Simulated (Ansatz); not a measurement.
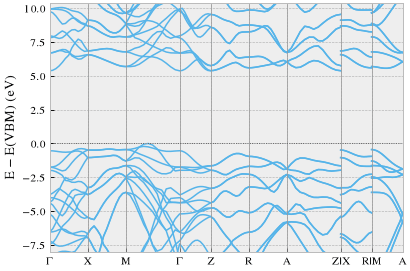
Band structure from DFT-r²SCAN in the program Ansatz with PAW potentials

Question: Read off the gap and where the band edges lie.

Answer: About 5.4 eV (5.37 eV by a search for the band edges); maximum on the M–Γ line, 40 % of the way from M, minimum at Γ.

Question: Which of these materials gives this?
(A) SiO2, P4_12_12 (Si on 4a, O on 8b)
(B) SiO2, rutile
(C) C, P4_12_12 (C on 4a, C on 8b)
(D) SrBrF, P4/nmm (Sr on 2c, Br on 2c, F on 2a)

Answer: C, C, P4_12_12 (C on 4a, C on 8b)

The start of the workflow was typed in or built on a structure type; neither database checked (COD, Materials Project) lists it. It is not the phase usual at ambient conditions (space group No. 194, 227). Symmetry was held in the r²SCAN relaxation; whether a distortion lowers the energy is not shown. The volume moved by 26 % from the start of the relaxation.

Potentials: the later of the program's two PAW sets.
